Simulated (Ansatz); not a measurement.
# Response to strain in hypothetical anatase ZnF2

Consider ZnF$_{2}$ in the anatase structure (space group I4_1/amd, No. 141; a hypothetical phase, not in the database extracts checked).

```
CELL_PARAMETERS angstrom
     -1.98078     1.98078     4.88499
      1.98078    -1.98078     4.88499
      1.98078     1.98078    -4.88499
ATOMIC_POSITIONS crystal
  Zn 0.50000 0.50000 0.00000
  Zn 0.25000 0.75000 0.50000
  F  0.28939 0.28939 0.00000
  F  0.03939 0.53939 0.50000
  F  0.46061 0.96061 0.50000
  F  0.71061 0.71061 0.00000
```

Cartesian axes are those of the cell as printed.

Strains are applied to the cell and any free atomic positions relax; under biaxial strain the out-of-plane vector relaxes too.

Calculations: r2SCAN, PAW, 500 eV (Ansatz, a program for electronic structure; without spin-orbit coupling).

Notes on the quantities. pressure: mean of the normal stresses, compression positive.

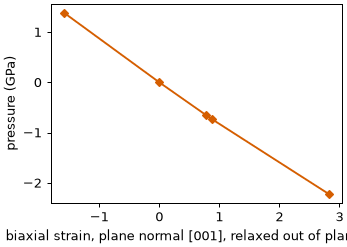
Figure. Pressure against biaxial strain, plane normal [001], relaxed out of plane

Question: From the plot, what is the pressure for biaxial strain +0.88 %, plane normal [001], relaxed out of plane?

Answer: About -0.7 GPa.

Question: Is the trend monotonic over the range shown?

Answer: Yes, it falls throughout, spanning -2.22 GPa to 1.39 GPa.

Stability against distortions was not tested.
